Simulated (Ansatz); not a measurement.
**A computed series for RbInCl3: pressure series**

Base system: RbInCl3 (space group Fm-3m, No. 225; a cell from a computed database, its experimental status unchecked).

```yaml
crystal:
  lattice:
    - [0.00000, 5.41488, 5.41488]
    - [5.41488, 0.00000, 5.41488]
    - [5.41488, 5.41488, 0.00000]
  atoms:
    - { symbol: Rb, position: [0.75000, 0.75000, 0.75000] }
    - { symbol: Rb, position: [0.25000, 0.25000, 0.25000] }
    - { symbol: In, position: [0.50000, 0.50000, 0.50000] }
    - { symbol: In, position: [0.00000, 0.00000, 0.00000] }
    - { symbol: Cl, position: [0.76656, 0.23344, 0.23344] }
    - { symbol: Cl, position: [0.23344, 0.76656, 0.76656] }
    - { symbol: Cl, position: [0.23344, 0.76656, 0.23344] }
    - { symbol: Cl, position: [0.76656, 0.23344, 0.76656] }
    - { symbol: Cl, position: [0.23344, 0.23344, 0.76656] }
    - { symbol: Cl, position: [0.76656, 0.76656, 0.23344] }
```

Cell and atoms are relaxed at each pressure.

Calculations: Ansatz (a quantum-chemistry and plane-wave program), PBEsol, PAW, cutoff 420 eV, scalar-relativistic without spin-orbit coupling.

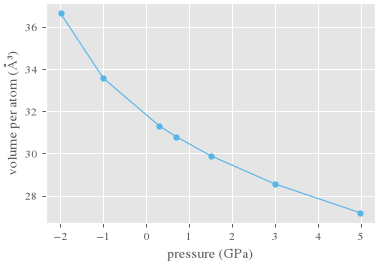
*Volume against pressure*

Problem. Estimate the zero-pressure bulk modulus from the plot.

Solution. About 21 GPa; a third-order Birch–Murnaghan fit to the points gives V₀ = 31.76 Å³/atom, B₀ = 21 GPa and B₀′ = 5.6.

Between the base and pressure 1.5 GPa the gap moves from 1.11 eV to 0.72 eV, a mean slope of -250 meV/GPa.

Load acts through the strain it causes; cell and atoms are relaxed under it. Stability against distortions was not tested. Competing high-pressure phases were not computed. The zero or small gap of RbInCl3 under pressure 5 GPa can change with the level of theory.
